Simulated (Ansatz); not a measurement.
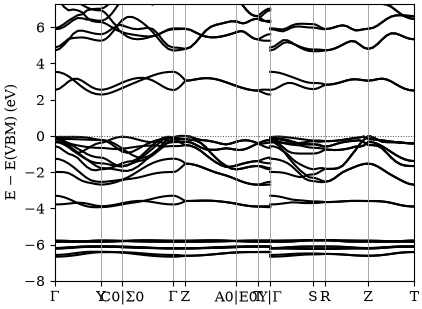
Figure: Band structure from r²SCAN+D4 in the plane-wave PAW code Ansatz

### Question
Read off the gap and where the band edges lie.

### Answer
About 2.3 eV (2.28 eV by a search for the band edges); maximum on the Γ–Z line, 72 % of the way from Γ, minimum at Y.

The material is HgI$_{2}$ in space group Cmc2_1 (No. 36; Hg on 4a, I on 4a, I on 4a).

The first step of the workflow began from a Materials Project structure, measured or hypothetical; the Crystallography Open Database files this formula in space group No. 36, but the cells were not matched. Whether it is the stable phase at ambient conditions was not checked. The r²SCAN+D4 relaxation kept the symmetry of its start; whether a distortion lowers the energy is not shown. Scalar-relativistic: spin–orbit coupling is off unless named, which matters more the heavier the elements.

Potentials: the later of the program's two PAW sets.
